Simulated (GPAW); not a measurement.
**1T-CrSSe monolayer: simulated STM images**

What would a tunnelling microscope show on 1T-CrSSe monolayer?

Method: GPAW, PAW setups; layer in a repeated cell with vacuum, relaxation of atoms and in-plane cell, in the first sound run; inputs show where later runs differ, in GPAW 26.7.0.

**1. The structure**

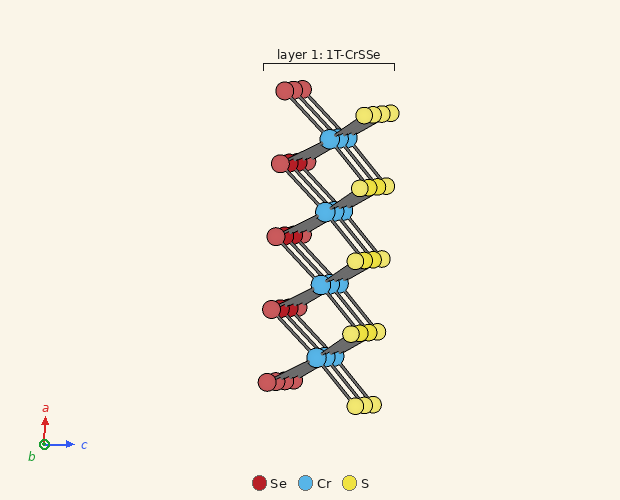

The starting structure, seen from the side, with the c axis across the page (selenium red, chromium blue, sulfur yellow). 3×2×1 cells are drawn. Some periodic images of atoms are drawn too.

The cell holds 3 atoms: 1 Se, 1 Cr and 1 S. Cell: a = 3.125 Å, b = 3.125 Å, c = 21.148 Å, α = 90.0°, β = 90.0°, γ = 120.0°. Vacuum lies along c.

**2. Relaxing the atoms**

The atoms are relaxed first, since the surface dipole, and with it the work function, follows the positions of the outer layers.

run.py

```python
import json
import numpy as np
from ase import Atoms
from ase.filters import FrechetCellFilter
from ase.optimize import BFGS
from gpaw import GPAW, PW

slab = Atoms(
    ['Se', 'Cr', 'S'],
    positions=[
        [1.56250, 0.90211, 9.00000],
        [0.00000, 0.00000, 10.68838],
        [-0.00000, 1.80422, 12.14846]],
    cell=[[3.125, 0.0, 0.0], [-1.5625, 2.70633, 0.0], [0.0, 0.0, 21.1485]],
    pbc=[True, True, True],
    magmoms=[0.0, 3.0, 0.0])

slab.calc = GPAW(mode=PW(600), xc='PBE', kpts={'size': (12, 12, 1), 'gamma': True},
                 occupations={'name': 'fermi-dirac', 'width': 0.05}, nbands='160%',
                 convergence={'density': 1e-05}, maxiter=200,
                 symmetry={'tolerance': 1e-3}, txt='slab.txt')
result = {}
# The in-plane cell is free; stress needs a cell that repeats along all three vectors
path = []
opt = BFGS(FrechetCellFilter(slab, mask=[1, 1, 0, 0, 0, 1]), maxstep=0.2)
opt.attach(lambda: path.append((slab.get_potential_energy(), slab.positions.tolist(), slab.get_forces().tolist())))
result['relaxed'] = bool(opt.run(fmax=0.02, steps=45))
result['path'] = path
result['cell'] = slab.cell.tolist()
print('in-plane lattice', slab.cell.cellpar().round(4)[[0, 1, 5]])
energy = slab.get_potential_energy()
fermi = slab.calc.get_fermi_level()
v = slab.calc.get_electrostatic_potential().mean((0, 1)) - fermi
n = slab.calc.get_pseudo_density().mean((0, 1))
L = slab.cell[2, 2]
z = np.arange(len(v)) * L / len(v)
low, high = slab.positions[:, 2].min(), slab.positions[:, 2].max()
below, above = np.interp([low - 6.8, high + 6.8], z, v)
slopes = [np.interp(x, z, np.gradient(v, z)) for x in (low - 6.8, high + 6.8)]
eps = np.array([[slab.calc.get_eigenvalues(k, s) for k in range(len(slab.calc.get_ibz_k_points()))]
                for s in range(slab.calc.get_number_of_spins())]) - fermi
top, bottom = eps[eps < 0].max(), eps[eps > 0].min()
dipole = slab.get_dipole_moment()[2]
print(f'energy {energy:.4f} eV, Fermi level {fermi:.4f} eV, dipole {dipole:.5f} e A')
print(f'potential 6.8 A off the faces, from the Fermi level: lower {below:.4f} eV, upper {above:.4f} eV')
print(f'slope of the potential there: lower {slopes[0]:.5f}, upper {slopes[1]:.5f} eV/A')
print(f'nearest levels on the mesh: {top:.4f} and {bottom:.4f} eV')
print('magnetic moment', round(slab.get_magnetic_moment(), 3))
result.update(energy=energy, fermi=fermi, dipole=dipole, below=below, above=above, slopes=slopes, edges=[top, bottom],
              z=z.tolist(), v=v.tolist(), n=n.tolist(), positions=slab.positions.tolist(),
              forces=slab.get_forces(apply_constraint=False).tolist(), moments=slab.get_magnetic_moments().tolist())
json.dump(result, open('result.json', 'w'))
```

The run is started by

```
OMP_NUM_THREADS=1 OPENBLAS_NUM_THREADS=1 python run.py
```

What it wrote:

```text
Step          Energy          fmax
BFGS:    0      -18.230638        1.024553
BFGS:    1      -18.273729        1.004485
BFGS:    2      -18.390363        1.200405
BFGS:    3      -18.453496        0.703441
BFGS:    4      -18.466485        0.547414
BFGS:    5      -18.492640        0.320876
BFGS:    6      -18.524807        0.330818
BFGS:    7      -18.535915        0.283451
BFGS:    8      -18.539967        0.182323
BFGS:    9      -18.541295        0.109850
BFGS:   10      -18.542112        0.027107
BFGS:   11      -18.542099        0.006730
in-plane lattice [  3.3796   3.3796 120.    ]
energy -18.5327 eV, Fermi level -2.4848 eV, dipole -0.01573 e A
potential 6.8 A off the faces, from the Fermi level: lower 5.6750 eV, upper 5.7395 eV
slope of the potential there: lower -0.01379, upper -0.01375 eV/A
nearest levels on the mesh: -0.0110 and 0.0304 eV
magnetic moment 2.133
```

Wall time 11 min (1 thread of Intel Xeon Platinum 8488C (Sapphire Rapids), shared host); peak memory 0.51 GiB.

Numbers from this step:

```
dipole along the normal                    : -0.01573 e·Å
levels nearest the Fermi level on the mesh : -0.01103, 0.03042 eV from the Fermi level
site moments                               : -0.1503, 2.332, -0.1129 μB
sum of the site moments                    : 2.069 μB
```

Table of electrostatic potential energy of an electron (without an applied field's), less the Fermi level, planar mean by z:

```
z (Å)  electrostatic potential energy of an electron (without an applied field's), less the Fermi level, planar mean (eV)
    0                                                                                                                5.71
    1                                                                                                                5.69
    2                                                                                                                5.68
    3                                                                                                                5.67
    4                                                                                                                5.65
    5                                                                                                                5.64
    6                                                                                                                5.62
    7                                                                                                                5.52
    8                                                                                                                3.73
    9                                                                                                               -17.5
   10                                                                                                               -3.45
   11                                                                                                               -10.1
   12                                                                                                               -16.2
   13                                                                                                                3.93
   14                                                                                                                5.73
   15                                                                                                                5.79
   16                                                                                                                5.78
   17                                                                                                                5.76
   18                                                                                                                5.75
   19                                                                                                                5.74
   20                                                                                                                5.72
   21                                                                                                                5.71
```

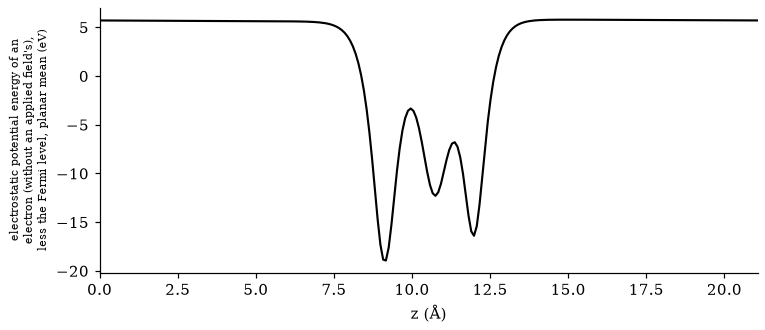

Electrostatic potential energy of an electron (without an applied field's), less the Fermi level, planar mean, plotted against z.

The pseudo valence density, planar mean oscillates, so the rows of the table below give means over windows of 2 Å about each position, cut where the curve ends. Its maxima inside the range that stand out by 2 % of the span (Å: e/Å³): 8.6: 0.352, 9.5: 0.422, 10.8: 0.517, 11.6: 0.480. Its minima: 9.2: 0.209, 10.0: 0.339, 11.1: 0.458.

The pseudo valence density, planar mean by z; means over each step:

```
z (Å)  pseudo valence density, planar mean (e/Å³)
    4                                      2.4e-6
    6                                      8.0e-4
    8                                       0.141
   10                                       0.383
   12                                       0.368
   14                                      0.0171
   16                                      3.2e-5
```

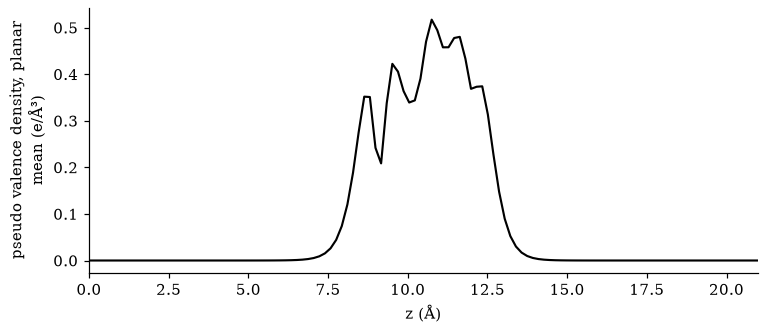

Pseudo valence density, planar mean against z.

Site moment by atom:

```
atom  site moment (μB)
 Se1             -0.15
 Cr2              2.33
  S3             -0.11
```

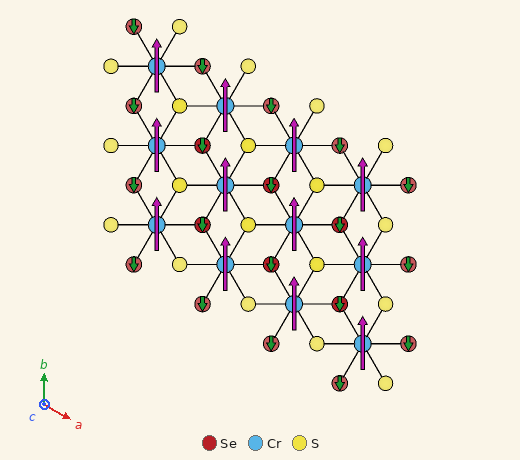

Site moment as arrows, the longest 2.33 μB. Up and down stand for the sign. Arrows give size and sign along the axis of quantisation, drawn up and down the page. Each arrow also spans its atom, so small moments look longer than they are. The two directions have two colours. 3×2×1 cells are drawn. Some periodic images of atoms are drawn too.

The relaxation lowered the energy of the cell by 0.317 eV (energies extrapolated to zero smearing; the optimiser's log prints free energies). The largest force left on a free atom is 0.0067 eV/Å.

**3. The slab's potential**

The work function is the vacuum plateau of the electrostatic potential less the Fermi level; a dipole layer lets the two faces have plateaus of their own.

This step: GPAW, PAW setups; slab in vacuum (GPAW 26.7.0).

The cell differs from the one that the last finished run ended in (c 21.148 → 20.866 Å).

run.py

```python
import json
import numpy as np
from ase import Atoms
from ase.dft.stm import STM
from gpaw import GPAW, PW

slab = Atoms(
    ['Se', 'Cr', 'S'],
    positions=[
        [1.68982, 0.97562, 9.00000],
        [0.00000, -0.00000, 10.61127],
        [-0.00000, 1.95124, 11.86641]],
    cell=[[3.37964, -0.0, 0.0], [-1.68982, 2.92686, 0.0], [0.0, 0.0, 20.8664]],
    pbc=[True, True, False],
    magmoms=[0.0, 3.0, 0.0])

slab.calc = GPAW(mode=PW(400), xc='PBE', kpts={'size': (12, 12, 1), 'gamma': True},
                 occupations={'name': 'fermi-dirac', 'width': 0.05}, nbands='160%',
                 convergence={'density': 1e-05}, maxiter=200,
                 poissonsolver={'dipolelayer': 'xy'},
                 symmetry={'tolerance': 1e-3}, txt='slab.txt')
result = {}
energy = slab.get_potential_energy()
fermi = slab.calc.get_fermi_level()
v = slab.calc.get_electrostatic_potential().mean((0, 1)) - fermi
n = slab.calc.get_pseudo_density().mean((0, 1))
L = slab.cell[2, 2]
z = np.arange(len(v)) * L / len(v)
low, high = slab.positions[:, 2].min(), slab.positions[:, 2].max()
below, above = np.interp([low - 6.8, high + 6.8], z, v)
slopes = [np.interp(x, z, np.gradient(v, z)) for x in (low - 6.8, high + 6.8)]
eps = np.array([[slab.calc.get_eigenvalues(k, s) for k in range(len(slab.calc.get_ibz_k_points()))]
                for s in range(slab.calc.get_number_of_spins())]) - fermi
top, bottom = eps[eps < 0].max(), eps[eps > 0].min()
dipole = slab.get_dipole_moment()[2]
print(f'energy {energy:.4f} eV, Fermi level {fermi:.4f} eV, dipole {dipole:.5f} e A')
print(f'potential 6.8 A off the faces, from the Fermi level: lower {below:.4f} eV, upper {above:.4f} eV')
print(f'slope of the potential there: lower {slopes[0]:.5f}, upper {slopes[1]:.5f} eV/A')
print(f'nearest levels on the mesh: {top:.4f} and {bottom:.4f} eV')
print('magnetic moment', round(slab.get_magnetic_moment(), 3))
result.update(energy=energy, fermi=fermi, dipole=dipole, below=below, above=above, slopes=slopes, edges=[top, bottom],
              z=z.tolist(), v=v.tolist(), n=n.tolist(), positions=slab.positions.tolist(),
              forces=slab.get_forces(apply_constraint=False).tolist(), moments=slab.get_magnetic_moments().tolist())

# Images need the states of the whole zone, up to time reversal
slab.calc = slab.calc.fixed_density(symmetry={'point_group': False}, txt='states.txt', nbands='220%',
                                    convergence={'bands': 'CBM+0.8'})
stm = STM(slab)
result['stm'] = []
for bias in [-0.5, 0.5]:
    height = high + 3.5
    current = stm.get_averaged_current(bias, height)
    x, y, h = stm.scan(bias, current)
    i, f = divmod(height / L * stm.ldos.shape[2], 1)
    I = abs((1 - f) * stm.ldos[:, :, int(i)] + f * stm.ldos[:, :, int(i) + 1])
    print(f'bias {bias} V: mean current at 3.5 A {current:.4e}, corrugation {np.ptp(h):.4f} A')
    result['stm'].append(dict(bias=bias, current=current, h=(h - high).tolist(), I=I.tolist()))
json.dump(result, open('result.json', 'w'))
```

What it wrote:

```text
energy -18.4779 eV, Fermi level -2.4415 eV, dipole -0.01201 e A
potential 6.8 A off the faces, from the Fermi level: lower 5.5970 eV, upper 5.8193 eV
slope of the potential there: lower -0.00005, upper 0.00003 eV/A
nearest levels on the mesh: -0.0111 and 0.0306 eV
magnetic moment 2.132
bias -0.5 V: mean current at 3.5 A 5.6278e-06, corrugation 0.2564 A
bias 0.5 V: mean current at 3.5 A 1.0332e-05, corrugation 0.1868 A
```

The job ended after 2.7 min (1 thread; peak memory 0.56 GiB).

This step gave:

| Item | Value |
| --- | --- |
| dipole along the normal | -0.01201 e·Å |
| levels nearest the Fermi level on the mesh | -0.01107, 0.03055 eV from the Fermi level |
| upper work function | 5.819 eV |
| lower work function | 5.597 eV |
| site moments | -0.1501, 2.330, -0.1126 μB |
| corrugation -0.5 | 0.2564 Å |
| corrugation 0.5 | 0.1868 Å |
| sum of the site moments | 2.067 μB |

Electrostatic potential energy of an electron (without an applied field's), less the Fermi level, planar mean against z:

```
z (Å)  electrostatic potential energy of an electron (without an applied field's), less the Fermi level, planar mean (eV)
    0                                                                                                                5.71
    1                                                                                                                5.60
    2                                                                                                                5.60
    3                                                                                                                5.60
    4                                                                                                                5.60
    5                                                                                                                5.60
    6                                                                                                                5.59
    7                                                                                                                5.46
    8                                                                                                                2.93
    9                                                                                                               -18.8
   10                                                                                                               -4.15
   11                                                                                                               -8.46
   12                                                                                                               -14.2
   13                                                                                                                4.54
   14                                                                                                                5.76
   15                                                                                                                5.82
   16                                                                                                                5.82
   17                                                                                                                5.82
   18                                                                                                                5.82
   19                                                                                                                5.82
   20                                                                                                                5.82
```

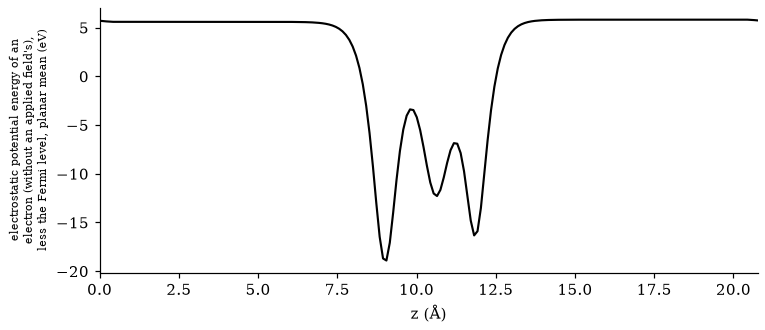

Electrostatic potential energy of an electron (without an applied field's), less the Fermi level, planar mean, plotted against z.

The pseudo valence density, planar mean oscillates, so the rows of the table below give means over windows of 2 Å about each position, cut where the curve ends. Its maxima inside the range that stand out by 2 % of the span (Å: e/Å³): 8.5: 0.352, 9.4: 0.417, 10.6: 0.518, 11.5: 0.482, 12.1: 0.381. Its minima: 8.9: 0.204, 10.0: 0.337, 11.1: 0.453, 11.9: 0.362.

Table of pseudo valence density, planar mean by z; means over each step:

```
z (Å)  pseudo valence density, planar mean (e/Å³)
    4                                      3.5e-6
    6                                     0.00116
    8                                       0.154
   10                                       0.397
   12                                       0.345
   14                                      0.0117
   16                                      2.3e-5
```

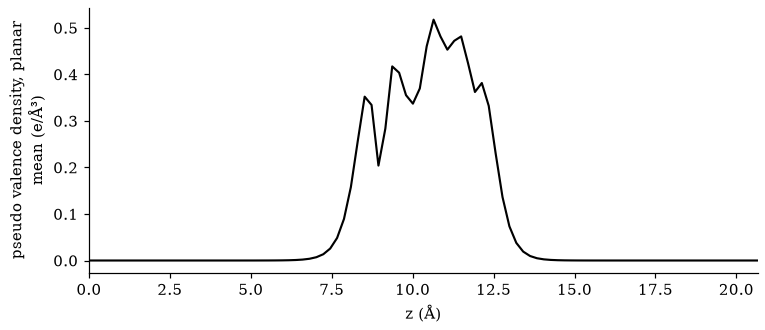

Pseudo valence density, planar mean against z.

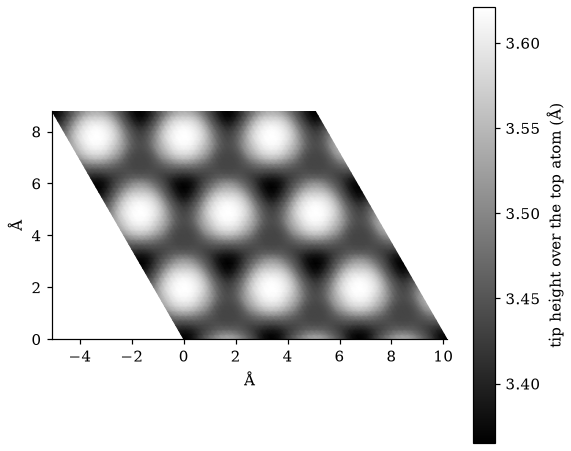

Tip height over the top atom over a1 and a2. Sample bias -0.5 V, constant current at the mean current 3.5 Å over the top atom. The cell is repeated, with its origin at the lower left corner.

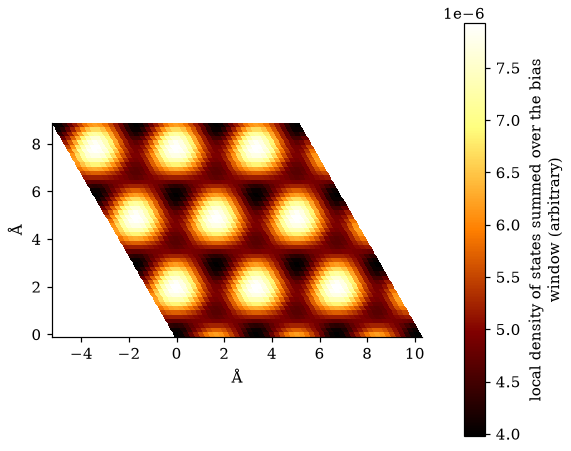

Local density of states summed over the bias window over a1 and a2. Sample bias -0.5 V, constant height 3.5 Å over the top atom. The cell is repeated, with its origin at the lower left corner.

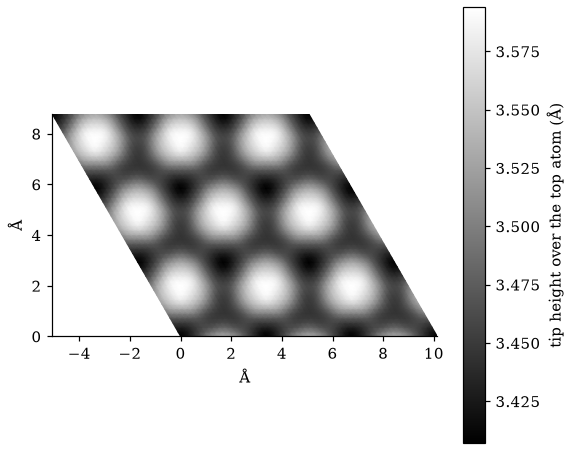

Tip height over the top atom over a1 and a2. Sample bias 0.5 V, constant current at the mean current 3.5 Å over the top atom. The cell is repeated, with its origin at the lower left corner.

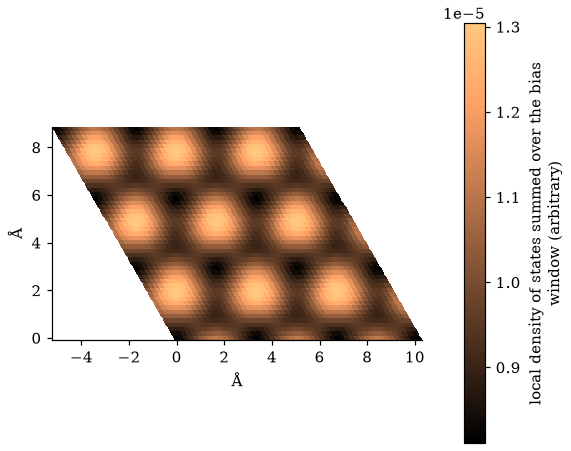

Local density of states summed over the bias window over a1 and a2. Sample bias 0.5 V, constant height 3.5 Å over the top atom. The cell is repeated, with its origin at the lower left corner.

The potential is flat to 5.4e-5 eV/Å where it is read, so the vacuum is wide enough.

**4. A changed run**

One more run, with changed settings.

Edit run.py of step 3 so:

```diff
@@ -3,3 +3,2 @@
 from ase import Atoms
-from ase.dft.stm import STM
 from gpaw import GPAW, PW
@@ -16,5 +15,5 @@
 
-slab.calc = GPAW(mode=PW(400), xc='PBE', kpts={'size': (12, 12, 1), 'gamma': True},
+slab.calc = GPAW(mode=PW(400), xc='pbe96', kpts={'size': (12, 12, 1), 'gamma': True},
                  occupations={'name': 'fermi-dirac', 'width': 0.05}, nbands='160%',
-                 convergence={'density': 1e-05}, maxiter=200,
+                 convergence={'density': 1e-05}, maxiter=100,
                  poissonsolver={'dipolelayer': 'xy'},
@@ -43,16 +42,2 @@
               forces=slab.get_forces(apply_constraint=False).tolist(), moments=slab.get_magnetic_moments().tolist())
-
-# Images need the states of the whole zone, up to time reversal
-slab.calc = slab.calc.fixed_density(symmetry={'point_group': False}, txt='states.txt', nbands='220%',
-                                    convergence={'bands': 'CBM+0.8'})
-stm = STM(slab)
-result['stm'] = []
-for bias in [-0.5, 0.5]:
-    height = high + 3.5
-    current = stm.get_averaged_current(bias, height)
-    x, y, h = stm.scan(bias, current)
-    i, f = divmod(height / L * stm.ldos.shape[2], 1)
-    I = abs((1 - f) * stm.ldos[:, :, int(i)] + f * stm.ldos[:, :, int(i) + 1])
-    print(f'bias {bias} V: mean current at 3.5 A {current:.4e}, corrugation {np.ptp(h):.4f} A')
-    result['stm'].append(dict(bias=bias, current=current, h=(h - high).tolist(), I=I.tolist()))
 json.dump(result, open('result.json', 'w'))
```

What it wrote:

```text
NameError: Unknown functional: pbe96.
```

Wall time 0.87 s (1 thread); peak memory 0.1 GiB.

The program refused the input before any cycle.

The program's message: “NameError: Unknown functional: pbe96.”

The change that led to it: xc = "pbe96".

**5. Results**

```yaml
work_function_upper_and_lower_face: 5.819 and 5.597 eV
dipole_along_the_normal: -0.0120 e Å
corrugation_at_minus_0p5_v: 0.256 Å
corrugation_at_0p5_v: 0.187 Å
```

In words: The corrugation at constant current is largest at -0.5 V, where the tip height varies by 0.26 Å over the cell. Negative sample bias images filled states, positive bias empty ones. The two faces differ by 0.22 eV, the step that the slab's dipole makes (e p/(ε0 A) gives 0.22 eV), so the dipole layer is needed. The images are of Tersoff-Hamann type: an s-wave tip, no tip-sample forces, heights closer than in a microscope. The starting lattice was a guess from atomic radii; the relaxation moved it by 8 %. The relaxation of atoms and cell ran in a fully periodic cell without the dipole layer, so the atoms of this polar layer felt a small spurious field. One magnetic start was tried; another order may lie lower. The layer's cell and atoms come from the relaxation; spin-orbit coupling and temperature are left out.

[Logs are printed without paths, hosts, clocks, repeated set-up lines and the standing remarks that a program may print on its own settings, such as how far it seeks lower states.]

[Hosts, paths, dates, database ids (printed as entryN), source tags and the programs' standing remarks are cut or masked in the printed files.]
